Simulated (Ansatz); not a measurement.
# GeH$_{2}$O$_{2}$Sb (charge +1): what the fields show

```yaml
atoms:
  - { symbol: Ge, position_ang: [2.2396, -2.5756, 0.4790] }
  - { symbol: O, position_ang: [0.0320, 0.6837, -1.1622] }
  - { symbol: O, position_ang: [1.0343, -2.0552, -0.5488] }
  - { symbol: Sb, position_ang: [-0.4209, -1.1141, -1.8066] }
  - { symbol: H, position_ang: [-0.6458, 1.0457, -0.5677] }
  - { symbol: H, position_ang: [0.8042, -1.0218, -3.0029] }
```

Geometry: r2SCAN-D4/def2-SVP; core potentials replace the inner electrons of Sb.

Level of theory: isolated molecule in a Gaussian basis; Kohn-Sham density functional theory, functional PBE0 (Ansatz 0.2.0).

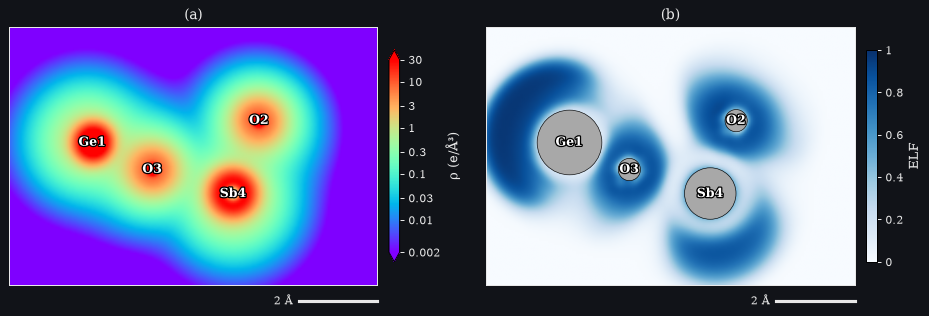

Figure 1. (a) electron density; (b) ELF on the plane of atoms O2, Sb4 and O3. Grey discs cover the atomic cores in the ELF map.

Question: Describe what can be read from this map.

Answer: The plane passes through Ge, O and Sb nuclei. Ge–O (1.67 Å): the density is about 1.2 e/Å³ at the midpoint; the ELF peaks at about 0.80 in the valence shell of O, 0.5 Å from its nucleus, and is about 0.25 at the midpoint. Sb–O (1.96 Å): ρ at the midpoint is about 0.87 e/Å³; the ELF peaks at about 0.85 in the valence shell of O, 0.6 Å from its nucleus, and drops to about 0.20 between the two atoms. Sb–O (2.14 Å): ρ is about 0.53 e/Å³ halfway; the ELF peaks at about 0.85 in the valence shell of O, 0.6 Å from its nucleus, and drops to about 0.15 between the two atoms. The ELF also peaks beside Sb4, O3 and O2, away from the bonds: lone-pair regions.

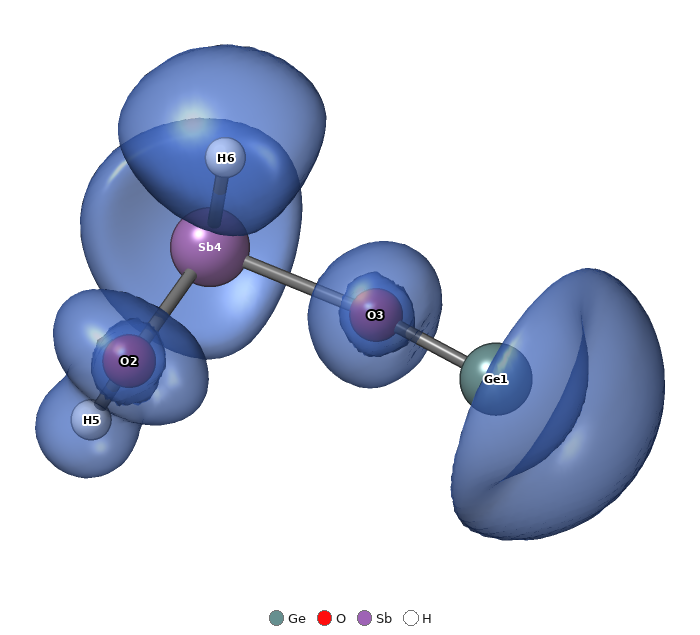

Figure 2. Isosurface of the electron localisation function at 0.75 (blue), seen across its widest extent. Only the valence region is drawn (cores and ρ < 0.01 e/Å³ removed).

Question: Describe the localisation domains.

Answer: The surface consists of one region around a hydrogen nucleus, one lobe on Ge, pointing away from the bonds (lone pairs), one lobe on Sb, pointing away from the bonds (lone pairs), one region wrapped around O (its valence shell) and one joined region spread over several atoms (H, O), in which their bonds and any lone pairs are merged.

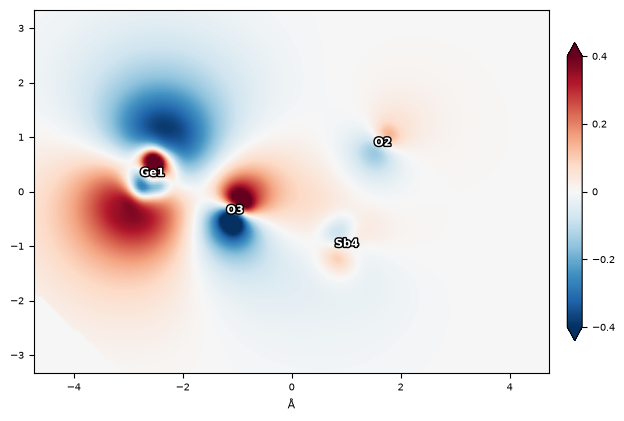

Figure 3. The LUMO on the plane of atoms O2, Sb4 and O3 (values in Å⁻³ᐟ²; the overall sign is arbitrary).

Question: Where does this orbital lie, and at what energy?

Answer: By Hirshfeld shares it lies mainly on Ge1 (about 85 %) and O3 (about 10 %). Its energy is −7.52 eV.
